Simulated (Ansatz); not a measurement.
# BH3+ (doublet): B97M-V, PBE0 over a scan of the distance B1–H3, aug-cc-pVDZ

Aim: run BH3+ (doublet) with these functionals over a scan of the distance B1–H3, and hold them against the top wave-function level at the same points.

Computed with Ansatz 0.2.0, Gaussian basis. Level: aug-cc-pVDZ, all electrons in the functionals.

Plan: B97M-V, PBE0, at 0.942 Å; 1.050 Å; 1.174 Å; 1.290 Å; 1.452 Å; 1.646 Å; 1.884 Å; 2.183 Å; 2.599 Å; 3.127 Å; 4.051 Å.

20 further runs of the same task are left out: 1 for a mislabelled method, 1 for a known fault of the program, 15 that didn't finish, 3 set aside as unsound or not needed.

### 1 The system

The geometry derives from a PBE0/def2-TZVP stationary point (not a proven minimum). One bond is set to the value named and the two fragments are kept rigid.

4 atoms, charge 1, spin multiplicity 2.

Atoms are counted from 1 here; the program's logs count them from 0.

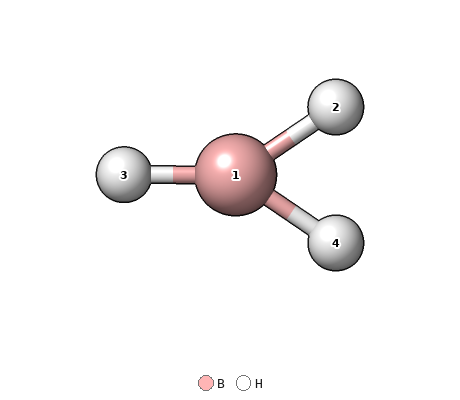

The structure; boron pink, hydrogen white; atoms are numbered from 1 in the order of the file.

No dispersion term is added; B97M-V holds VV10 nonlocal correlation.

The geometry shown and the zero of energy belong to the point 1.174 Å. The yardstick, FCI, and other wave-function levels (R restricted, U unrestricted, valence and pair active spaces) come from earlier runs.

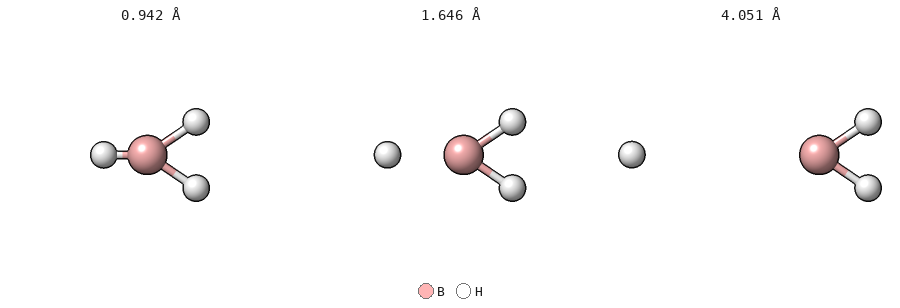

Three points of the scan; sticks are drawn by distance.

### 2 B97M-V, 0.942 Å

The input, in.yaml:

```yaml
crystal:
  periodic: [false, false, false]
  atoms:
    - {symbol: B, position_ang: [0.000000, 0.000000, 0.085058]}
    - {symbol: H, position_ang: [0.000000, 0.717784, -0.969688]}
    - {symbol: H, position_ang: [0.000000, 0.000000, 1.027058]}
    - {symbol: H, position_ang: [0.000000, -0.717784, -0.969688]}
basis:
  gaussian: {orbitals: aug-cc-pVDZ}
total_charge: 1
magnetization: {spin_polarized: true, initial_magnetization: 1}
hamiltonian: {xc: {name: B97M-V}}
```

Started as:

```
ansatz run in.yaml --threads 1 --pin off --events-out ev --progress --plain --max-ram 2393MiB
```

The runs that follow: B97M-V, 1.050 Å; B97M-V, 1.174 Å; B97M-V, 1.290 Å; B97M-V, 1.452 Å; B97M-V, 1.646 Å; B97M-V, 1.884 Å; B97M-V, 2.183 Å; B97M-V, 2.599 Å; B97M-V, 3.127 Å; B97M-V, 4.051 Å; PBE0, 0.942 Å; PBE0, 1.050 Å; PBE0, 1.174 Å; PBE0, 1.290 Å; PBE0, 1.452 Å; PBE0, 1.646 Å; PBE0, 1.884 Å; PBE0, 2.183 Å; PBE0, 2.599 Å; PBE0, 3.127 Å; PBE0, 4.051 Å.

**Question.** What will the summary of the whole plan be? Wanted: span of the FCI curve; largest miss, B97M-V; largest miss, PBE0.

The runs gave:

| quantity | value |
| --- | --- |
| span of the FCI curve | 4.784 eV |
| largest miss, B97M-V | -0.350 eV (4.051 Å) |
| largest miss, PBE0 | +0.194 eV (2.183 Å) |

Of the functionals, PBE0 keep the smallest largest miss at the points compared (at most 0.194 eV) and B97M-V strays most (0.350 eV, at 4.051 Å). B97M-V, PBE0 clearly break the spin symmetry at some points (⟨S²⟩ up to 0.85 above the pure value), so energy there is bought with a mixed spin. Functionals and the yardstick converge differently with the basis, so part of each miss in aug-cc-pVDZ is the basis.
